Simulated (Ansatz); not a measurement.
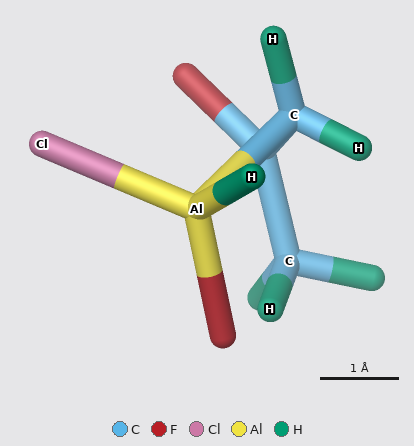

*The starting structure (stick view, seen at an oblique angle). Sticks mark near contacts.*

Bond lengths as drawn: Al–C 2.26 Å, Al–Cl 2.16 Å, Al–F 1.79 Å, Al–H 1.51 Å, C–C 1.35 to 1.50 Å, C–F 1.42 Å and C–H 0.99 to 1.24 Å.

# Run report: C₃H₆AlClF₂, molecular dynamics (part 1 of 3)

System: C₃H₆AlClF₂.
Method: UKS BLYP/STO-3G (Ansatz 0.2.0).

It belongs to a series of runs on one base structure; here: dynamics from the last frame of an earlier run.

**What the program printed**
```
Engine: ansatz 0.2.0, aarch64-unknown-linux-gnu
Functional definition: BLYP
  parameter beta = 0.0042
  parameter a = 0.04918
  parameter b = 0.132
  parameter c = 0.2533
  parameter d = 0.349
  exchange = b88_x(beta = beta)
  correlation = lyp_c(a = a, b = b, c = c, d = d)
697 factors; integrals over basis functions are off by at most 1.7e-5 eV
mean field evaluation 1: about -27420.7136 eV, gradient 2.2e1 eV
mean field evaluation 2: about -27410.6016 eV, gradient 4.7e1 eV
mean field evaluation 4: about -27424.1933 eV, gradient 3.1e0 eV
mean field evaluation 8: about -27424.1193 eV, gradient 3.7e-1 eV
mean field evaluation 16: about -27424.1204 eV, gradient 3.2e-5 eV
mean field -27424.12038697 eV, -1007.8178354849 hartree, gradient 3.1e-5 eV, S^2 0.000000; 0 other end points of the search recorded, 0 dependent functions left out
the calculation of the forces begins
reference -27424.12066748 eV, -1007.8178457931 hartree; 36, 36 occupied and 13, 13 virtual orbitals, 697 factors
md step     0: t =     0.00 fs  T =   300.0 K  F+E_penalty+E_count = -27424.12038697 eV  E_kin = 0.426558 eV  conserved = -27423.69382898 eV  (29 SCF iters)
these checks for a lower state are left out or cut short: starts, cluster_reference, orbital_swaps, neighbouring_geometries, increment
697 factors; integrals over basis functions are off by at most 1.7e-5 eV
mean field -27424.08957966 eV, -1007.8167033369 hartree, gradient 1.2e-5 eV, S^2 0.000000; 0 other end points of the search recorded, 0 dependent functions left out
the calculation of the forces begins
reference -27424.08985989 eV, -1007.8167136351 hartree; 36, 36 occupied and 13, 13 virtual orbitals, 697 factors
md step     1: t =     0.50 fs  T =   279.0 K  F+E_penalty+E_count = -27424.08957966 eV  E_kin = 0.396716 eV  conserved = -27423.69286405 eV  (30 SCF iters)
[... from here on the SCF iterations and repeated set-up lines of each step are left out, up to the last step ...]
md step     2: t =     1.00 fs  T =   340.0 K  F+E_penalty+E_count = -27424.17954038 eV  E_kin = 0.483396 eV  conserved = -27423.69614485 eV  (31 SCF iters)
md step     3: t =     1.50 fs  T =   450.2 K  F+E_penalty+E_count = -27424.34105960 eV  E_kin = 0.640144 eV  conserved = -27423.70091511 eV  (31 SCF iters)
md step     4: t =     2.00 fs  T =   560.2 K  F+E_penalty+E_count = -27424.50045593 eV  E_kin = 0.796581 eV  conserved = -27423.70387526 eV  (31 SCF iters)
md step     5: t =     2.50 fs  T =   636.0 K  F+E_penalty+E_count = -27424.60834444 eV  E_kin = 0.904291 eV  conserved = -27423.70405305 eV  (30 SCF iters)
md step     6: t =     3.00 fs  T =   671.5 K  F+E_penalty+E_count = -27424.65707937 eV  E_kin = 0.954795 eV  conserved = -27423.70228416 eV  (31 SCF iters)
md step     7: t =     3.50 fs  T =   682.5 K  F+E_penalty+E_count = -27424.67027235 eV  E_kin = 0.970406 eV  conserved = -27423.69986660 eV  (30 SCF iters)
md step     8: t =     4.00 fs  T =   692.9 K  F+E_penalty+E_count = -27424.68310778 eV  E_kin = 0.985137 eV  conserved = -27423.69797059 eV  (30 SCF iters)
md step     9: t =     4.50 fs  T =   721.9 K  F+E_penalty+E_count = -27424.72379787 eV  E_kin = 1.026426 eV  conserved = -27423.69737197 eV  (30 SCF iters)
md step    10: t =     5.00 fs  T =   775.9 K  F+E_penalty+E_count = -27424.80139468 eV  E_kin = 1.103263 eV  conserved = -27423.69813145 eV  (30 SCF iters)
md step    11: t =     5.50 fs  T =   847.4 K  F+E_penalty+E_count = -27424.90454083 eV  E_kin = 1.204933 eV  conserved = -27423.69960826 eV  (30 SCF iters)
md step    12: t =     6.00 fs  T =   921.1 K  F+E_penalty+E_count = -27425.01066916 eV  E_kin = 1.309681 eV  conserved = -27423.70098839 eV  (30 SCF iters)
md step    13: t =     6.50 fs  T =   981.9 K  F+E_penalty+E_count = -27425.09803491 eV  E_kin = 1.396186 eV  conserved = -27423.70184939 eV  (31 SCF iters)
md step    14: t =     7.00 fs  T =  1019.9 K  F+E_penalty+E_count = -27425.15243657 eV  E_kin = 1.450164 eV  conserved = -27423.70227282 eV  (31 SCF iters)
md step    15: t =     7.50 fs  T =  1029.7 K  F+E_penalty+E_count = -27425.16671542 eV  E_kin = 1.464158 eV  conserved = -27423.70255756 eV  (31 SCF iters)
md step    16: t =     8.00 fs  T =  1008.7 K  F+E_penalty+E_count = -27425.13703838 eV  E_kin = 1.434222 eV  conserved = -27423.70281644 eV  (32 SCF iters)
md step    17: t =     8.50 fs  T =   955.9 K  F+E_penalty+E_count = -27425.06185771 eV  E_kin = 1.359177 eV  conserved = -27423.70268078 eV  (32 SCF iters)
md step    18: t =     9.00 fs  T =   876.5 K  F+E_penalty+E_count = -27424.94762930 eV  E_kin = 1.246253 eV  conserved = -27423.70137672 eV  (30 SCF iters)
md step    19: t =     9.50 fs  T =   788.3 K  F+E_penalty+E_count = -27424.81935375 eV  E_kin = 1.120822 eV  conserved = -27423.69853213 eV  (32 SCF iters)
md step    20: t =    10.00 fs  T =   723.2 K  F+E_penalty+E_count = -27424.72368154 eV  E_kin = 1.028294 eV  conserved = -27423.69538735 eV  (32 SCF iters)
md step    21: t =    10.50 fs  T =   713.2 K  F+E_penalty+E_count = -27424.70867270 eV  E_kin = 1.014134 eV  conserved = -27423.69453913 eV  (32 SCF iters)
md step    22: t =    11.00 fs  T =   766.1 K  F+E_penalty+E_count = -27424.78644861 eV  E_kin = 1.089238 eV  conserved = -27423.69721063 eV  (32 SCF iters)
md step    23: t =    11.50 fs  T =   854.6 K  F+E_penalty+E_count = -27424.91658902 eV  E_kin = 1.215071 eV  conserved = -27423.70151775 eV  (31 SCF iters)
md step    24: t =    12.00 fs  T =   934.3 K  F+E_penalty+E_count = -27425.03296179 eV  E_kin = 1.328389 eV  conserved = -27423.70457231 eV  (31 SCF iters)
md step    25: t =    12.50 fs  T =   971.4 K  F+E_penalty+E_count = -27425.08623842 eV  E_kin = 1.381199 eV  conserved = -27423.70503905 eV  (31 SCF iters)
md step    26: t =    13.00 fs  T =   958.3 K  F+E_penalty+E_count = -27425.06585489 eV  E_kin = 1.362597 eV  conserved = -27423.70325814 eV  (31 SCF iters)
md step    27: t =    13.50 fs  T =   911.7 K  F+E_penalty+E_count = -27424.99665247 eV  E_kin = 1.296328 eV  conserved = -27423.70032481 eV  (30 SCF iters)
md step    28: t =    14.00 fs  T =   861.3 K  F+E_penalty+E_count = -27424.92227850 eV  E_kin = 1.224683 eV  conserved = -27423.69759505 eV  (31 SCF iters)
md step    29: t =    14.50 fs  T =   835.2 K  F+E_penalty+E_count = -27424.88389456 eV  E_kin = 1.187593 eV  conserved = -27423.69630199 eV  (31 SCF iters)
md step    30: t =    15.00 fs  T =   847.0 K  F+E_penalty+E_count = -27424.90124833 eV  E_kin = 1.204385 eV  conserved = -27423.69686316 eV  (31 SCF iters)
md step    31: t =    15.50 fs  T =   891.5 K  F+E_penalty+E_count = -27424.96619530 eV  E_kin = 1.267634 eV  conserved = -27423.69856100 eV  (32 SCF iters)
md step    32: t =    16.00 fs  T =   951.3 K  F+E_penalty+E_count = -27425.05278285 eV  E_kin = 1.352550 eV  conserved = -27423.70023261 eV  (31 SCF iters)
md step    33: t =    16.50 fs  T =  1007.9 K  F+E_penalty+E_count = -27425.13425943 eV  E_kin = 1.433041 eV  conserved = -27423.70121854 eV  (31 SCF iters)
md step    34: t =    17.00 fs  T =  1049.3 K  F+E_penalty+E_count = -27425.19350379 eV  E_kin = 1.491900 eV  conserved = -27423.70160385 eV  (32 SCF iters)
md step    35: t =    17.50 fs  T =  1069.7 K  F+E_penalty+E_count = -27425.22283100 eV  E_kin = 1.521026 eV  conserved = -27423.70180512 eV  (30 SCF iters)
md step    36: t =    18.00 fs  T =  1066.6 K  F+E_penalty+E_count = -27425.21861202 eV  E_kin = 1.516542 eV  conserved = -27423.70207040 eV  (30 SCF iters)
md step    37: t =    18.50 fs  T =  1038.0 K  F+E_penalty+E_count = -27425.17805375 eV  E_kin = 1.475869 eV  conserved = -27423.70218456 eV  (30 SCF iters)
md step    38: t =    19.00 fs  T =   985.4 K  F+E_penalty+E_count = -27425.10254349 eV  E_kin = 1.401047 eV  conserved = -27423.70149650 eV  (30 SCF iters)
md step    39: t =    19.50 fs  T =   919.4 K  F+E_penalty+E_count = -27425.00673335 eV  E_kin = 1.307272 eV  conserved = -27423.69946119 eV  (31 SCF iters)
md step    40: t =    20.00 fs  T =   863.8 K  F+E_penalty+E_count = -27424.92484727 eV  E_kin = 1.228192 eV  conserved = -27423.69665529 eV  (31 SCF iters)
md step    41: t =    20.50 fs  T =   847.6 K  F+E_penalty+E_count = -27424.90029567 eV  E_kin = 1.205212 eV  conserved = -27423.69508336 eV  (31 SCF iters)
md step    42: t =    21.00 fs  T =   886.0 K  F+E_penalty+E_count = -27424.95618594 eV  E_kin = 1.259720 eV  conserved = -27423.69646627 eV  (31 SCF iters)
md step    43: t =    21.50 fs  T =   964.6 K  F+E_penalty+E_count = -27425.07158594 eV  E_kin = 1.371496 eV  conserved = -27423.70008946 eV  (31 SCF iters)
md step    44: t =    22.00 fs  T =  1046.9 K  F+E_penalty+E_count = -27425.19205559 eV  E_kin = 1.488596 eV  conserved = -27423.70345938 eV  (31 SCF iters)
md step    45: t =    22.50 fs  T =  1097.8 K  F+E_penalty+E_count = -27425.26567139 eV  E_kin = 1.560964 eV  conserved = -27423.70470763 eV  (30 SCF iters)
md step    46: t =    23.00 fs  T =  1102.8 K  F+E_penalty+E_count = -27425.27161491 eV  E_kin = 1.568054 eV  conserved = -27423.70356084 eV  (31 SCF iters)
md step    47: t =    23.50 fs  T =  1072.5 K  F+E_penalty+E_count = -27425.22574576 eV  E_kin = 1.524899 eV  conserved = -27423.70084662 eV  (30 SCF iters)
md step    48: t =    24.00 fs  T =  1034.1 K  F+E_penalty+E_count = -27425.16839413 eV  E_kin = 1.470407 eV  conserved = -27423.69798689 eV  (30 SCF iters)
md step    49: t =    24.50 fs  T =  1016.9 K  F+E_penalty+E_count = -27425.14242754 eV  E_kin = 1.445915 eV  conserved = -27423.69651301 eV  (30 SCF iters)
md step    50: t =    25.00 fs  T =  1036.0 K  F+E_penalty+E_count = -27425.17020415 eV  E_kin = 1.473064 eV  conserved = -27423.69714016 eV  (31 SCF iters)
md step    51: t =    25.50 fs  T =  1085.8 K  F+E_penalty+E_count = -27425.24297948 eV  E_kin = 1.543831 eV  conserved = -27423.69914841 eV  (31 SCF iters)
md step    52: t =    26.00 fs  T =  1146.3 K  F+E_penalty+E_count = -27425.33092525 eV  E_kin = 1.629830 eV  conserved = -27423.70109546 eV  (31 SCF iters)
md step    53: t =    26.50 fs  T =  1196.8 K  F+E_penalty+E_count = -27425.40383852 eV  E_kin = 1.701739 eV  conserved = -27423.70209950 eV  (31 SCF iters)
md step    54: t =    27.00 fs  T =  1225.5 K  F+E_penalty+E_count = -27425.44471934 eV  E_kin = 1.742469 eV  conserved = -27423.70224994 eV  (31 SCF iters)
md step    55: t =    27.50 fs  T =  1229.0 K  F+E_penalty+E_count = -27425.44958491 eV  E_kin = 1.747464 eV  conserved = -27423.70212050 eV  (31 SCF iters)
md step    56: t =    28.00 fs  T =  1208.0 K  F+E_penalty+E_count = -27425.41979746 eV  E_kin = 1.717651 eV  conserved = -27423.70214673 eV  (31 SCF iters)
md step    57: t =    28.50 fs  T =  1163.1 K  F+E_penalty+E_count = -27425.35606005 eV  E_kin = 1.653806 eV  conserved = -27423.70225412 eV  (31 SCF iters)
md step    58: t =    29.00 fs  T =  1095.6 K  F+E_penalty+E_count = -27425.25965109 eV  E_kin = 1.557807 eV  conserved = -27423.70184419 eV  (29 SCF iters)
md step    59: t =    29.50 fs  T =  1013.2 K  F+E_penalty+E_count = -27425.14089661 eV  E_kin = 1.440647 eV  conserved = -27423.70024981 eV  (31 SCF iters)
md step    60: t =    30.00 fs  T =   935.3 K  F+E_penalty+E_count = -27425.02758070 eV  E_kin = 1.329864 eV  conserved = -27423.69771659 eV  (30 SCF iters)
md step    61: t =    30.50 fs  T =   888.6 K  F+E_penalty+E_count = -27424.95942460 eV  E_kin = 1.263440 eV  conserved = -27423.69598503 eV  (31 SCF iters)
md step    62: t =    31.00 fs  T =   889.6 K  F+E_penalty+E_count = -27424.96192334 eV  E_kin = 1.264893 eV  conserved = -27423.69703076 eV  (30 SCF iters)
md step    63: t =    31.50 fs  T =   927.0 K  F+E_penalty+E_count = -27425.01880780 eV  E_kin = 1.318122 eV  conserved = -27423.70068611 eV  (31 SCF iters)
md step    64: t =    32.00 fs  T =   964.0 K  F+E_penalty+E_count = -27425.07522634 eV  E_kin = 1.370703 eV  conserved = -27423.70452363 eV  (30 SCF iters)
md step    65: t =    32.50 fs  T =   961.5 K  F+E_penalty+E_count = -27425.07321417 eV  E_kin = 1.367107 eV  conserved = -27423.70610704 eV  (30 SCF iters)
md step    66: t =    33.00 fs  T =   903.1 K  F+E_penalty+E_count = -27424.98857201 eV  E_kin = 1.284033 eV  conserved = -27423.70453903 eV  (29 SCF iters)
md step    67: t =    33.50 fs  T =   805.1 K  F+E_penalty+E_count = -27424.84534308 eV  E_kin = 1.144760 eV  conserved = -27423.70058285 eV  (29 SCF iters)
md step    68: t =    34.00 fs  T =   708.5 K  F+E_penalty+E_count = -27424.70381633 eV  E_kin = 1.007388 eV  conserved = -27423.69642798 eV  (29 SCF iters)
md step    69: t =    34.50 fs  T =   655.5 K  F+E_penalty+E_count = -27424.62668662 eV  E_kin = 0.932032 eV  conserved = -27423.69465488 eV  (29 SCF iters)
md step    70: t =    35.00 fs  T =   664.4 K  F+E_penalty+E_count = -27424.64080997 eV  E_kin = 0.944677 eV  conserved = -27423.69613317 eV  (29 SCF iters)
md step    71: t =    35.50 fs  T =   720.9 K  F+E_penalty+E_count = -27424.72430871 eV  E_kin = 1.025073 eV  conserved = -27423.69923557 eV  (30 SCF iters)
md step    72: t =    36.00 fs  T =   793.1 K  F+E_penalty+E_count = -27424.82940623 eV  E_kin = 1.127709 eV  conserved = -27423.70169694 eV  (30 SCF iters)
md step    73: t =    36.50 fs  T =   853.2 K  F+E_penalty+E_count = -27424.91568113 eV  E_kin = 1.213098 eV  conserved = -27423.70258300 eV  (29 SCF iters)
md step    74: t =    37.00 fs  T =   888.4 K  F+E_penalty+E_count = -27424.96557218 eV  E_kin = 1.263227 eV  conserved = -27423.70234534 eV  (28 SCF iters)
md step    75: t =    37.50 fs  T =   898.5 K  F+E_penalty+E_count = -27424.97945077 eV  E_kin = 1.277609 eV  conserved = -27423.70184165 eV  (28 SCF iters)
md step    76: t =    38.00 fs  T =   887.6 K  F+E_penalty+E_count = -27424.96362209 eV  E_kin = 1.262048 eV  conserved = -27423.70157411 eV  (29 SCF iters)
md step    77: t =    38.50 fs  T =   859.0 K  F+E_penalty+E_count = -27424.92284266 eV  E_kin = 1.221401 eV  conserved = -27423.70144129 eV  (29 SCF iters)
md step    78: t =    39.00 fs  T =   816.2 K  F+E_penalty+E_count = -27424.86148369 eV  E_kin = 1.160584 eV  conserved = -27423.70089994 eV  (30 SCF iters)
md step    79: t =    39.50 fs  T =   767.7 K  F+E_penalty+E_count = -27424.79100328 eV  E_kin = 1.091545 eV  conserved = -27423.69945834 eV  (29 SCF iters)
md step    80: t =    40.00 fs  T =   730.4 K  F+E_penalty+E_count = -27424.73591711 eV  E_kin = 1.038468 eV  conserved = -27423.69744948 eV  (29 SCF iters)
md step    81: t =    40.50 fs  T =   725.2 K  F+E_penalty+E_count = -27424.72744142 eV  E_kin = 1.031121 eV  conserved = -27423.69632002 eV  (30 SCF iters)
md step    82: t =    41.00 fs  T =   762.6 K  F+E_penalty+E_count = -27424.78191623 eV  E_kin = 1.084378 eV  conserved = -27423.69753814 eV  (30 SCF iters)
md step    83: t =    41.50 fs  T =   829.5 K  F+E_penalty+E_count = -27424.88027683 eV  E_kin = 1.179373 eV  conserved = -27423.70090392 eV  (29 SCF iters)
md step    84: t =    42.00 fs  T =   891.2 K  F+E_penalty+E_count = -27424.97166882 eV  E_kin = 1.267188 eV  conserved = -27423.70448062 eV  (29 SCF iters)
md step    85: t =    42.50 fs  T =   911.5 K  F+E_penalty+E_count = -27425.00221706 eV  E_kin = 1.296095 eV  conserved = -27423.70612158 eV  (30 SCF iters)
md step    86: t =    43.00 fs  T =   874.1 K  F+E_penalty+E_count = -27424.94759876 eV  E_kin = 1.242893 eV  conserved = -27423.70470567 eV  (30 SCF iters)
md step    87: t =    43.50 fs  T =   794.3 K  F+E_penalty+E_count = -27424.83011206 eV  E_kin = 1.129401 eV  conserved = -27423.70071096 eV  (30 SCF iters)
md step    88: t =    44.00 fs  T =   713.1 K  F+E_penalty+E_count = -27424.71040537 eV  E_kin = 1.013958 eV  conserved = -27423.69644699 eV  (29 SCF iters)
md step    89: t =    44.50 fs  T =   673.4 K  F+E_penalty+E_count = -27424.65224449 eV  E_kin = 0.957448 eV  conserved = -27423.69479601 eV  (30 SCF iters)
md step    90: t =    45.00 fs  T =   692.1 K  F+E_penalty+E_count = -27424.68064474 eV  E_kin = 0.984125 eV  conserved = -27423.69651987 eV  (31 SCF iters)
md step    91: t =    45.50 fs  T =   753.1 K  F+E_penalty+E_count = -27424.77046048 eV  E_kin = 1.070840 eV  conserved = -27423.69962094 eV  (31 SCF iters)
md step    92: t =    46.00 fs  T =   824.4 K  F+E_penalty+E_count = -27424.87401930 eV  E_kin = 1.172233 eV  conserved = -27423.70178662 eV  (31 SCF iters)
md step    93: t =    46.50 fs  T =   881.1 K  F+E_penalty+E_count = -27424.95514966 eV  E_kin = 1.252830 eV  conserved = -27423.70231983 eV  (31 SCF iters)
md step    94: t =    47.00 fs  T =   914.1 K  F+E_penalty+E_count = -27425.00150013 eV  E_kin = 1.299669 eV  conserved = -27423.70183137 eV  (30 SCF iters)
md step    95: t =    47.50 fs  T =   925.6 K  F+E_penalty+E_count = -27425.01720488 eV  E_kin = 1.316038 eV  conserved = -27423.70116662 eV  (31 SCF iters)
md step    96: t =    48.00 fs  T =   921.4 K  F+E_penalty+E_count = -27425.01080752 eV  E_kin = 1.310038 eV  conserved = -27423.70076973 eV  (31 SCF iters)
md step    97: t =    48.50 fs  T =   905.8 K  F+E_penalty+E_count = -27424.98842793 eV  E_kin = 1.287860 eV  conserved = -27423.70056839 eV  (31 SCF iters)
md step    98: t =    49.00 fs  T =   882.1 K  F+E_penalty+E_count = -27424.95445079 eV  E_kin = 1.254293 eV  conserved = -27423.70015768 eV  (30 SCF iters)
md step    99: t =    49.50 fs  T =   856.5 K  F+E_penalty+E_count = -27424.91700481 eV  E_kin = 1.217813 eV  conserved = -27423.69919224 eV  (31 SCF iters)
md step   100: t =    50.00 fs  T =   840.1 K  F+E_penalty+E_count = -27424.89234129 eV  E_kin = 1.194489 eV  conserved = -27423.69785242 eV  (31 SCF iters)
md step   101: t =    50.50 fs  T =   847.0 K  F+E_penalty+E_count = -27424.90134861 eV  E_kin = 1.204321 eV  conserved = -27423.69702716 eV  (31 SCF iters)
these checks for a lower state are left out or cut short: starts, cluster_reference, orbital_swaps, neighbouring_geometries, increment
700 factors; integrals over basis functions are off by at most 3.8e-5 eV
mean field -27424.95609650 eV, -1007.8485472436 hartree, gradient 1.8e-5 eV, S^2 0.000000; 0 other end points of the search recorded, 0 dependent functions left out
the calculation of the forces begins
reference -27424.95637811 eV, -1007.8485575924 hartree; 36, 36 occupied and 13, 13 virtual orbitals, 700 factors
700 factors; integrals over basis functions are off by at most 3.8e-5 eV
mean field evaluation 832: about -27425.0880 eV, gradient 1.9e0 eV
mean field -27424.95609650 eV, -1007.8485472436 hartree, gradient 1.8e-5 eV, S^2 0.000000; 1 other end points of the search recorded, 0 dependent functions left out
the calculation of the forces begins
reference -27424.95637811 eV, -1007.8485575924 hartree; 36, 36 occupied and 13, 13 virtual orbitals, 700 factors
md step   102: t =    51.00 fs  T =   885.0 K  F+E_penalty+E_count = -27424.95609650 eV  E_kin = 1.258325 eV  conserved = -27423.69777106 eV  (29 SCF iters)
```

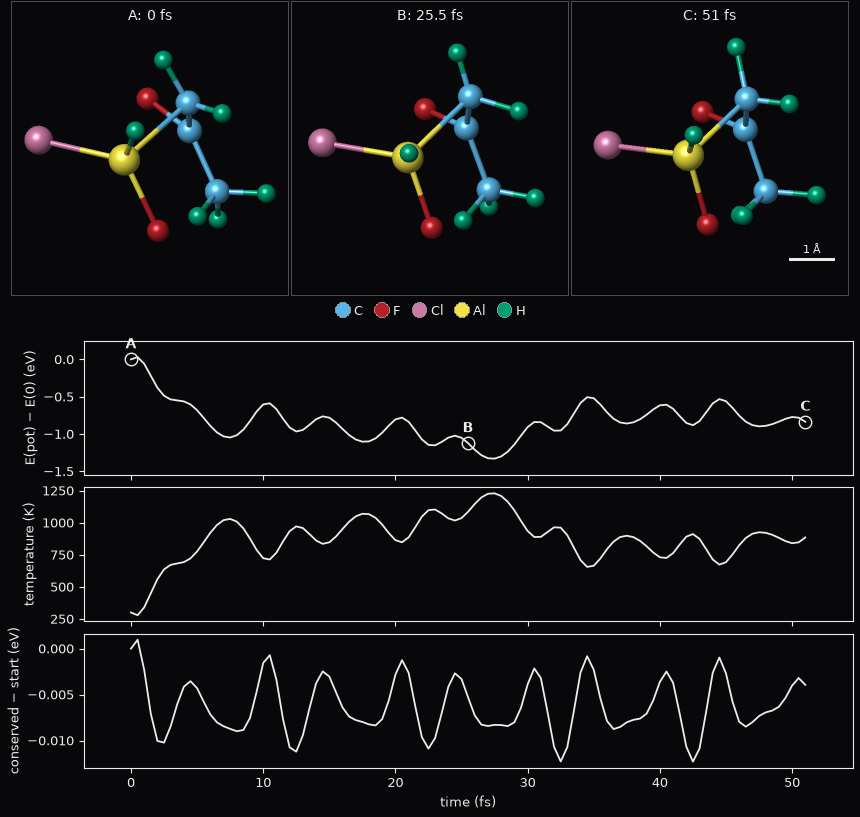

*Frames of the molecular dynamics (ball-and-stick, seen at a tilt) above the curves, on which the letters mark them.*

The trajectory kept here has 103 frames over 51 fs. The temperature starts at 300 K, ranges from 279 to 1229 K and averages 888 K over the second half. The potential energy ends 0.836 eV below its first value. The conserved quantity stays within 0.013 eV. After an unweighted best fit of the last frame on the first, the root-mean-square displacement is 0.33 Å, and H8 has moved furthest (0.55 Å).
